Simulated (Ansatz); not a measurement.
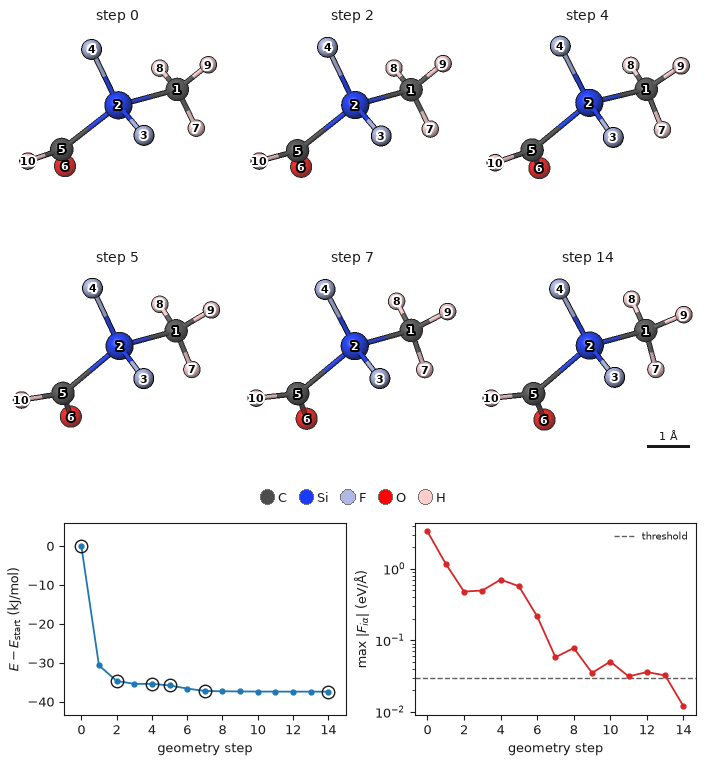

Frames of a relaxation of C2H4F2OSi (coarse preliminary run), marked on the history of the run. The picture is a ball-and-stick view, seen from a free direction.

The start comes from a force field.

Computed with RKS PBE-D4/def2-SVP in Ansatz 0.2.0. Set-up: force threshold 0.03 eV/Å; at most 200 steps.

Question: What happens along the run?

Answer: O6 moves most after the best rigid fit: 0.39 Å. Largest moves by element: O 0.39 Å, H 0.34 Å, F 0.10 Å, C 0.08 Å, Si 0.07 Å. Some distances before and after: C1–H9 1.034 → 1.108 Å, Si2–C5 1.867 → 1.931 Å, C5–H10 1.075 → 1.138 Å, Si2–F3 1.577 → 1.636 Å. Bond angles that change, for instance: C1–Si2–C5 116.3° → 111.1°, C1–Si2–F3 106.3° → 111.1°, Si2–C1–H9 115.8° → 111.7°. Over 14 geometry steps the energy falls by 37.4 kJ/mol. The largest force component goes from 3.3 to 0.012 eV/Å. Cost: 21 s on 4 threads of Arm Neoverse V1, on a shared host. From step 0 to 2: F and H atoms move most (0.10 Å), energy −34.7 kJ/mol. From step 2 to 4: O and H atoms move most (0.09 Å), energy −0.75 kJ/mol. From step 4 to 5: O6 moves most (0.18 Å), energy −0.40 kJ/mol. From step 5 to 7: H8 moves most (0.09 Å), energy −1.42 kJ/mol. From step 7 to 14: H7 moves most (0.11 Å), energy −0.18 kJ/mol.

| step | E − E(0), kJ/mol | largest force component, eV/Å |
| --- | --- | --- |
| 0 | 0.00 | 3.3162 |
| 1 | -30.65 | 1.1717 |
| 2 | -34.65 | 0.4800 |
| 3 | -35.39 | 0.4967 |
| 4 | -35.40 | 0.7056 |
| 5 | -35.81 | 0.5703 |
| 6 | -36.61 | 0.2161 |
| 7 | -37.22 | 0.0581 |
| 8 | -37.31 | 0.0781 |
| 9 | -37.34 | 0.0351 |
| 10 | -37.37 | 0.0505 |
| 11 | -37.39 | 0.0314 |
| 12 | -37.40 | 0.0361 |
| 13 | -37.40 | 0.0324 |
| 14 | -37.41 | 0.0120 |
